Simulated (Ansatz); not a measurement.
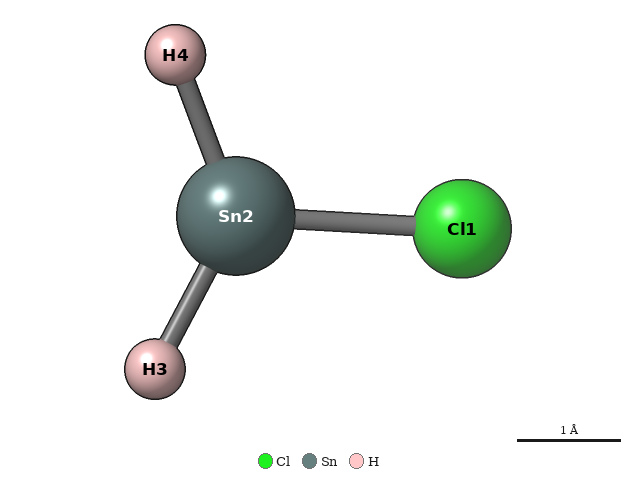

Orthographic view. Depth is shown by fading: the farther an atom, the more it takes the colour of the background. State: charge +1, singlet. Computed geometry: PBE0-D4/def2-TZVP optimisation. No frequency run is at hand to confirm it as a minimum.

List all interatomic distances (Å) as a matrix.

```
atom   Cl1   Sn2    H3    H4
 Cl1  0.00                  
 Sn2  2.24  0.00            
  H3  3.31  1.68  0.00      
  H4  3.31  1.68  3.06  0.00
```
